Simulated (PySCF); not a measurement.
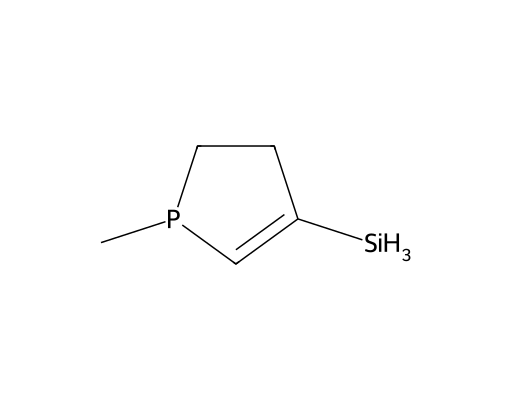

Skeletal drawing of a molecule.

> Write the SMILES.

CP1C=C([SiH3])CC1

> Give the formula, hydrogens included.

C5H11PSi.

> An optimisation with GFN2-xTB gave a structure of which point group?

C1.

More results for the same structure follow; atom numbers are the same in all pictures, views and colours differ. The geometry was computed by an optimisation with GFN2-xTB. No frequency run is at hand to confirm it as a minimum.

### Shape

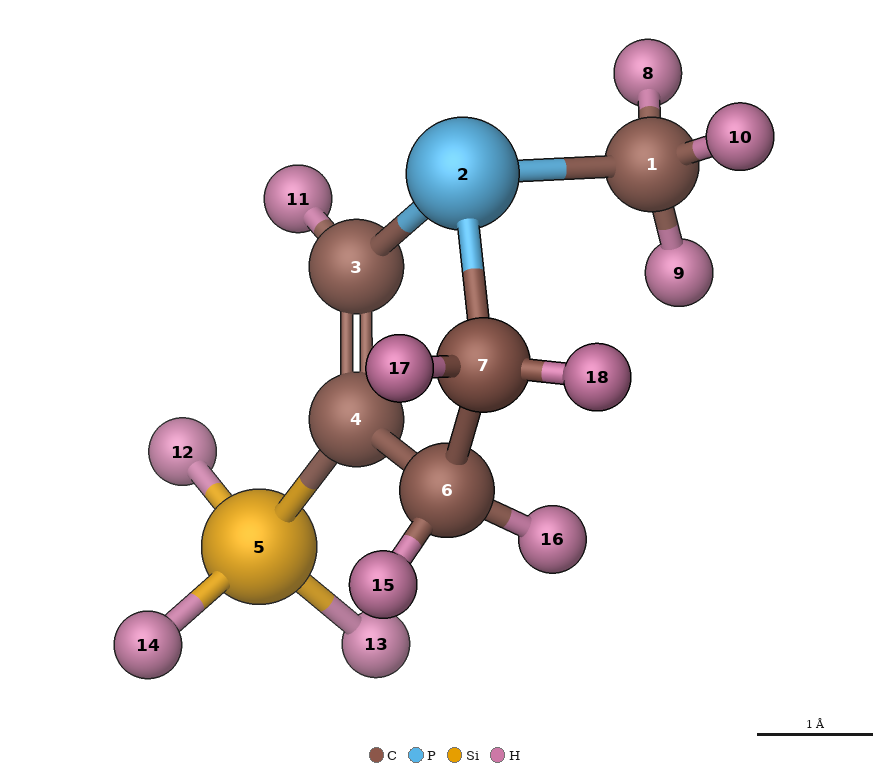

Numbered structure. No frequency run is at hand to confirm it as a minimum.

Give the bond lengths. Leave out bonds to hydrogen.

| bond | length (Å) | order |
| --- | --- | --- |
| C1–P2 | 1.863 | single |
| P2–C3 | 1.825 | single |
| P2–C7 | 1.868 | single |
| C3–C4 | 1.332 | double |
| C4–Si5 | 1.881 | single |
| C4–C6 | 1.504 | single |
| C6–C7 | 1.533 | single |

### Dipole moment

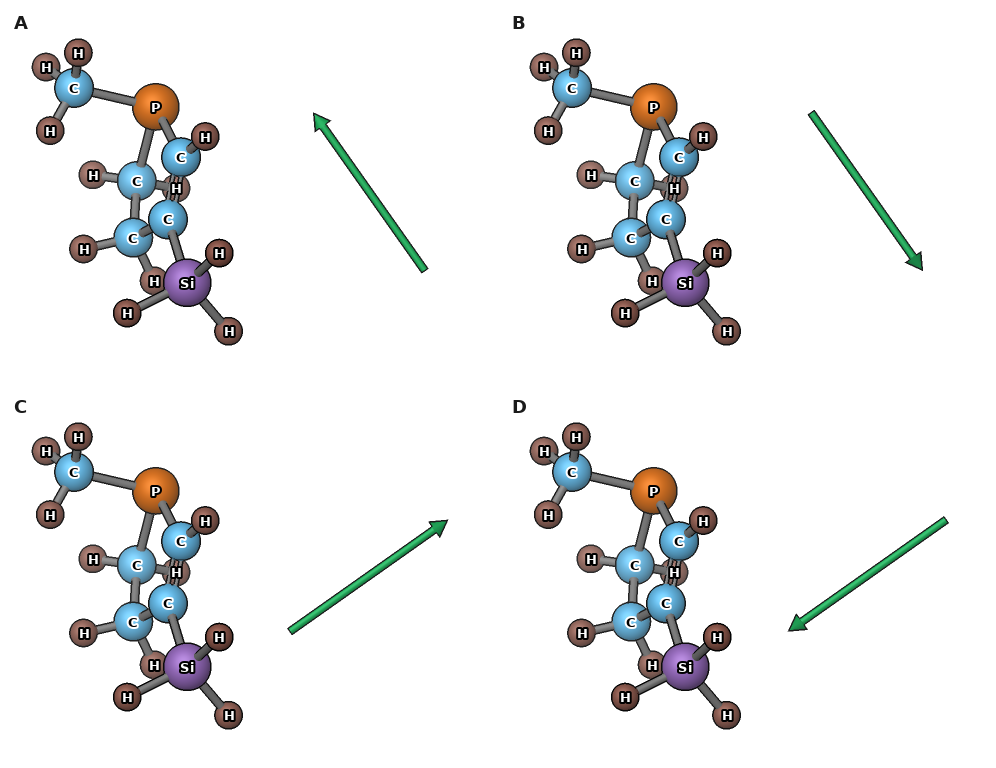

The same molecule four times, each with an arrow. No frequency run is at hand to confirm it as a minimum. Level of theory: B3LYP/def2-SVPD, gas phase (PySCF 2.14.0).

> Which arrow points along the dipole moment, from the negative to the positive end?

D. The dipole moment is 1.23 D.

### Polarisability

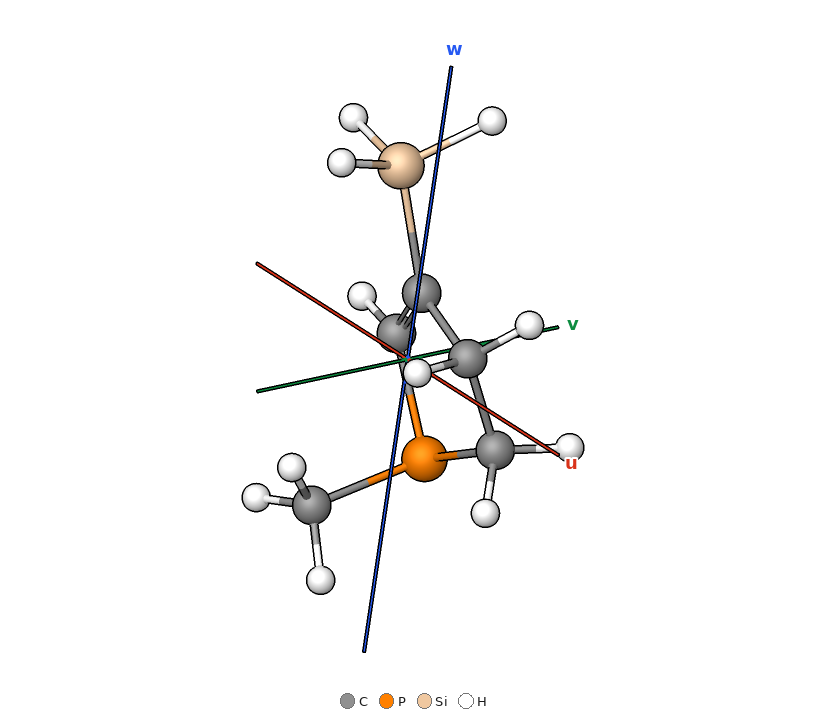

The lines u, v and w are the principal axes of the static dipole polarisability. No frequency run is at hand to confirm it as a minimum. Computed with B3LYP/def2-SVPD (PySCF 2.14.0).

> Along which axis is the molecule most polarisable, and along which least?

Most along w, least along v.

> Give the three principal values.

u 103.3, v 93.0, w 139.7 bohr³; mean 112.0, anisotropy 42.5 bohr³.

### Excitation

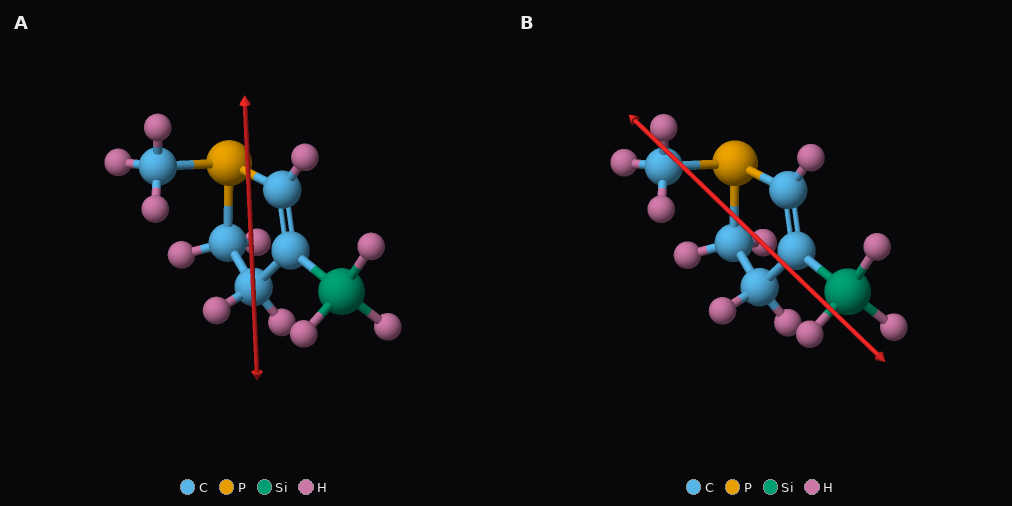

The double arrows show the directions of two transition dipoles from the ground state (lengths mean nothing). No frequency run is at hand to confirm it as a minimum. Level of theory: TDDFT B3LYP/def2-SVPD, vertical, gas phase, core orbitals frozen in the response (PySCF 2.14.0).

> One belongs to singlet state 3 and one to singlet state 4. Which is which?

A: state 4, 6.18 eV (201 nm), oscillator strength 0.046, mainly HOMO → LUMO+2 (weight 0.59).
B: state 3, 6.05 eV (205 nm), oscillator strength 0.13, mainly HOMO−1 → LUMO (weight 0.53).

The geometry is semi-empirical. Around P, Si such bond lengths and angles can be off by a tenth of an ångström or more and by several degrees, and values that hang on the shape move with them.
